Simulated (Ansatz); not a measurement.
**triplet C6H12 at 6 levels**

Aim: a comparison of 6 runs (UHF/STO-3G, UHF/6-31G*, U-r2SCAN/6-31G*, UPBE/6-31G*, UPBE0/6-31G*, UCCSD/6-31G*) of triplet C6H12. 

The results are computed with Ansatz 0.2.0.

16 further runs of the same task are left out: 16 set aside as unsound or not needed. Runs told in other sessions of the task aren't counted.

**1. The molecule**

C6H12: 18 atoms, total charge 0, spin state triplet. As SMILES of the parent species, `CC/C=C\CC`. Geometry: relaxed at PBE0-D4/def2-TZVP. This is one conformer, not always the lowest. That shape belongs to the parent species and isn't relaxed for this state.

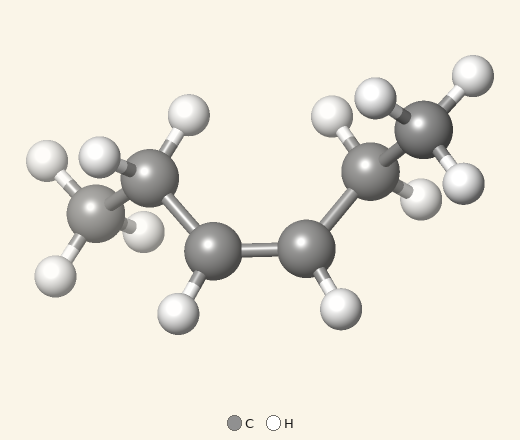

The structure, seen from a chosen angle (carbon grey, hydrogen white).

**2. The energy at UHF/STO-3G (run 1)**

Contents of run.yaml:

```yaml
crystal:
  periodic: [false, false, false]
  atoms:
    - {symbol: C, position_ang: [-1.256440, -2.412950, 0.507540]}
    - {symbol: C, position_ang: [-0.623410, -1.105130, 0.971540]}
    - {symbol: C, position_ang: [0.693580, -0.852760, 0.314060]}
    - {symbol: C, position_ang: [1.021770, 0.149490, -0.496930]}
    - {symbol: C, position_ang: [0.166500, 1.294780, -0.929750]}
    - {symbol: C, position_ang: [0.711360, 2.634410, -0.444860]}
    - {symbol: H, position_ang: [-2.193280, -2.608540, 1.034580]}
    - {symbol: H, position_ang: [-1.467460, -2.383830, -0.563930]}
    - {symbol: H, position_ang: [-0.587740, -3.258660, 0.688920]}
    - {symbol: H, position_ang: [-1.313370, -0.277340, 0.793260]}
    - {symbol: H, position_ang: [-0.472410, -1.150460, 2.057010]}
    - {symbol: H, position_ang: [1.458370, -1.600100, 0.521090]}
    - {symbol: H, position_ang: [2.038540, 0.165280, -0.887020]}
    - {symbol: H, position_ang: [0.121370, 1.306600, -2.025570]}
    - {symbol: H, position_ang: [-0.861300, 1.167100, -0.582790]}
    - {symbol: H, position_ang: [0.723100, 2.676770, 0.646700]}
    - {symbol: H, position_ang: [1.736420, 2.790020, -0.791740]}
    - {symbol: H, position_ang: [0.104380, 3.465340, -0.812090]}
basis:
  gaussian: {orbitals: STO-3G}
magnetization: {spin_polarized: true, initial_magnetization: 2}
hamiltonian: {xc: hf}
accuracy: high
output: {orbitals: {seedname: orbitals}}
```

On the command line:

```
$ ansatz run run.yaml --threads 1 --pin off --max-ram 3480MiB --events-out events.jsonl --progress --plain --runs-dir runs
```

The log of the run:

```text
Warning: RAYON_NUM_THREADS=1 ignored (pool sized by the plan → 1); use --threads N
Functional definition: HF
  name "HF"
  exchange = exact_x
  correlation = 0
931 factors; integrals over basis functions are off by at most 4.5e-9 eV
mean field evaluation 1: about -6290.6819 eV, gradient 1.4e1 eV
mean field evaluation 2: about -6291.0786 eV, gradient 1.4e1 eV
mean field evaluation 4: about -6293.1071 eV, gradient 1.4e0 eV
mean field evaluation 8: about -6293.1349 eV, gradient 2.0e-2 eV
mean field -6293.13495078 eV, -231.2684438010 hartree, gradient 2.0e-8 eV, S^2 2.022999; 0 other end points of the search recorded, 0 dependent functions left out
reference -6293.13495078 eV, -231.2684438010 hartree; 25, 23 occupied and 17, 19 virtual orbitals, 931 factors
Total energy: -6293.13495078 eV, -231.2684438010 hartree
```

Wall time 1.1 s (1 thread of Arm Neoverse V1, shared host); peak memory 0.12 GiB.

**3. A single-point energy at UHF/6-31G(d) (spherical functions) (run 2)**

Contents of input.yaml:

```yaml
crystal:
  periodic: [false, false, false]
  atoms:
    - {symbol: C, position_ang: [-1.256440, -2.412950, 0.507540]}
    - {symbol: C, position_ang: [-0.623410, -1.105130, 0.971540]}
    - {symbol: C, position_ang: [0.693580, -0.852760, 0.314060]}
    - {symbol: C, position_ang: [1.021770, 0.149490, -0.496930]}
    - {symbol: C, position_ang: [0.166500, 1.294780, -0.929750]}
    - {symbol: C, position_ang: [0.711360, 2.634410, -0.444860]}
    - {symbol: H, position_ang: [-2.193280, -2.608540, 1.034580]}
    - {symbol: H, position_ang: [-1.467460, -2.383830, -0.563930]}
    - {symbol: H, position_ang: [-0.587740, -3.258660, 0.688920]}
    - {symbol: H, position_ang: [-1.313370, -0.277340, 0.793260]}
    - {symbol: H, position_ang: [-0.472410, -1.150460, 2.057010]}
    - {symbol: H, position_ang: [1.458370, -1.600100, 0.521090]}
    - {symbol: H, position_ang: [2.038540, 0.165280, -0.887020]}
    - {symbol: H, position_ang: [0.121370, 1.306600, -2.025570]}
    - {symbol: H, position_ang: [-0.861300, 1.167100, -0.582790]}
    - {symbol: H, position_ang: [0.723100, 2.676770, 0.646700]}
    - {symbol: H, position_ang: [1.736420, 2.790020, -0.791740]}
    - {symbol: H, position_ang: [0.104380, 3.465340, -0.812090]}
basis:
  gaussian:
    orbitals: 6-31G_st_-spherical.json
magnetization:
  spin_polarized: true
  initial_magnetization: 2
hamiltonian:
  xc: hf
accuracy: high
output: {orbitals: {seedname: orbitals}}
```

The basis set 6-31G* is read from a file made from the Basis Set Exchange's data (not shown).

On the command line:

```
$ ansatz run input.yaml --threads 1 --pin off --max-ram 3480MiB --events-out events.jsonl --progress --plain --runs-dir runs
```

The log of the run:

```text
Warning: RAYON_NUM_THREADS=1 ignored (pool sized by the plan → 1); use --threads N
Functional definition: HF
  name "HF"
  exchange = exact_x
  correlation = 0
2817 factors; integrals over basis functions are off by at most 3.7e-9 eV
mean field evaluation 1: about -6364.3234 eV, gradient 2.3e1 eV
mean field evaluation 2: about -6364.3213 eV, gradient 2.3e1 eV
mean field evaluation 4: about -6368.5162 eV, gradient 3.1e0 eV
mean field evaluation 8: about -6368.6398 eV, gradient 5.2e-2 eV
mean field -6368.63936121 eV, -234.0431797058 hartree, gradient 6.6e-8 eV, S^2 2.022683; 0 other end points of the search recorded, 0 dependent functions left out
reference -6368.63936121 eV, -234.0431797058 hartree; 25, 23 occupied and 83, 85 virtual orbitals, 2817 factors
Total energy: -6368.63936121 eV, -234.0431797058 hartree
```

Run time: 9 s. Hardware: 1 thread of Arm Neoverse V1, shared host; peak memory 0.49 GiB.

**4. The energy at U-r2SCAN/6-31G(d) (spherical functions) (run 3)**

run.yaml: that of step 2 with these lines changed.

```diff
@@ -22,6 +22,6 @@
 basis:
-  gaussian: {orbitals: STO-3G}
+  gaussian: {orbitals: 6-31G_st_-spherical.json}
+hamiltonian: {xc: {name: r2SCAN}}
+output: {orbitals: {seedname: orbitals}}
+accuracy: high
 magnetization: {spin_polarized: true, initial_magnetization: 2}
-hamiltonian: {xc: hf}
-accuracy: high
-output: {orbitals: {seedname: orbitals}}
```

The basis set 6-31G* is read from a file made from the Basis Set Exchange's data (not shown).

On the command line:

```
$ ansatz run run.yaml --threads 1 --pin off --max-ram 3480MiB --events-out events.jsonl --progress --plain --runs-dir runs
```

The log of the run:

```text
Warning: RAYON_NUM_THREADS=1 ignored (pool sized by the plan → 1); use --threads N
Functional definition: r2SCAN
  name "r2SCAN"
  parameter k0 = 0.174
  parameter k1 = 0.065
  parameter a1 = 4.9479
  exchange = r2scan_x(k0 = k0, k1 = k1, a1 = a1)
  correlation = r2scan_c
2817 factors; integrals over basis functions are off by at most 3.7e-9 eV
mean field evaluation 1: about -6397.7109 eV, gradient 4.6e1 eV
mean field evaluation 2: about -6392.0968 eV, gradient 5.6e1 eV
mean field evaluation 4: about -6408.8844 eV, gradient 1.4e0 eV
mean field evaluation 8: about -6408.8766 eV, gradient 6.8e-2 eV
mean field evaluation 16: about -6408.8766 eV, gradient 5.7e-5 eV
mean field -6408.87664992 eV, -235.5218727920 hartree, gradient 4.3e-8 eV, S^2 2.011112; 0 other end points of the search recorded, 0 dependent functions left out
reference -6408.87665143 eV, -235.5218728476 hartree; 25, 23 occupied and 83, 85 virtual orbitals, 2817 factors
Total energy: -6408.87665143 eV, -235.5218728476 hartree
```

Run time: 40 s. Hardware: 1 thread of Arm Neoverse V1, shared host; peak memory 0.67 GiB.

Runs 4 to 5 aren't shown in full; the table further down has their settings and results.

**5. The energy at UCCSD/6-31G(d) (spherical functions) (run 6)**

Contents of in.yaml:

```yaml
crystal:
  periodic: [false, false, false]
  atoms:
    - {symbol: C, position_ang: [-1.256440, -2.412950, 0.507540]}
    - {symbol: C, position_ang: [-0.623410, -1.105130, 0.971540]}
    - {symbol: C, position_ang: [0.693580, -0.852760, 0.314060]}
    - {symbol: C, position_ang: [1.021770, 0.149490, -0.496930]}
    - {symbol: C, position_ang: [0.166500, 1.294780, -0.929750]}
    - {symbol: C, position_ang: [0.711360, 2.634410, -0.444860]}
    - {symbol: H, position_ang: [-2.193280, -2.608540, 1.034580]}
    - {symbol: H, position_ang: [-1.467460, -2.383830, -0.563930]}
    - {symbol: H, position_ang: [-0.587740, -3.258660, 0.688920]}
    - {symbol: H, position_ang: [-1.313370, -0.277340, 0.793260]}
    - {symbol: H, position_ang: [-0.472410, -1.150460, 2.057010]}
    - {symbol: H, position_ang: [1.458370, -1.600100, 0.521090]}
    - {symbol: H, position_ang: [2.038540, 0.165280, -0.887020]}
    - {symbol: H, position_ang: [0.121370, 1.306600, -2.025570]}
    - {symbol: H, position_ang: [-0.861300, 1.167100, -0.582790]}
    - {symbol: H, position_ang: [0.723100, 2.676770, 0.646700]}
    - {symbol: H, position_ang: [1.736420, 2.790020, -0.791740]}
    - {symbol: H, position_ang: [0.104380, 3.465340, -0.812090]}
basis:
  gaussian:
    orbitals: 6-31G_st_-spherical.json
correlation:
  method: ccsd
  frozen_orbitals: {C: 1, H: 0}
accuracy: high
scf:
  omitted_lower_state_checks: [cluster_reference, increment]
magnetization:
  spin_polarized: true
  initial_magnetization: 2
```

The basis set 6-31G* is read from a file made from the Basis Set Exchange's data (not shown).

On the command line:

```
$ ansatz run in.yaml --threads 1 --pin off --max-ram 3480MiB --events-out events.jsonl --progress --plain --runs-dir runs
```

The log of the run:

```text
Warning: RAYON_NUM_THREADS=1 ignored (pool sized by the plan → 1); use --threads N
[... 11 lines left out ...]
6 core orbitals not correlated: weight in the atoms' cores, before any rotation towards them, 1.000 or more for the frozen orbitals, at most 0.000 for the correlated occupied ones
[... 27 lines left out ...]
Total energy: -6390.64305286 eV, -234.8518004590 hartree
Checks for a lower state left out: cluster_reference, increment
```

Run time: 4 min. Hardware: 1 thread of Arm Neoverse V1, shared host; peak memory 2.4 GiB.

**6. All runs side by side**

| run | level | frozen core orbitals | energy (Eh) | HOMO energy (eV) | ⟨S²⟩ | wall time |
| --- | --- | --- | --- | --- | --- | --- |
| 1 | UHF/STO-3G | – | -231.268444 | -4.49 | 2.023 | 1.1 s |
| 2 | UHF/6-31G* (spherical functions) | – | -234.043180 | -5.64 | 2.023 | 9 s |
| 3 | U-r2SCAN/6-31G* (spherical functions) | – | -235.521873 | -1.46 | 2.011 | 40 s |
| 4 | UPBE/6-31G* (spherical functions) | – | -235.328541 | -1.04 | 2.006 | 22 s |
| 5 | UPBE0/6-31G* (spherical functions) | – | -235.384958 | -2.35 | 2.008 | 30 s |
| 6 | UCCSD/6-31G* (spherical functions) | 6 | -234.851800 | – | 2.023 | 4 min |

**7. Results**

| quantity | value |
| --- | --- |
| run 6: total energy | -234.85180 Eh |
| run 6: correlation energy (6 core orbitals frozen) | -808.6 mEh |
| run 6: ⟨S²⟩ of the reference determinant | 2.023 |
| run 6: T1 diagnostic | 0.011 |

**Reading.** Totals of different functionals can't be ranked against each other. In run 1 the basis is minimal, so the values are rough. All runs together took 5.7 min, the longest 4 min.
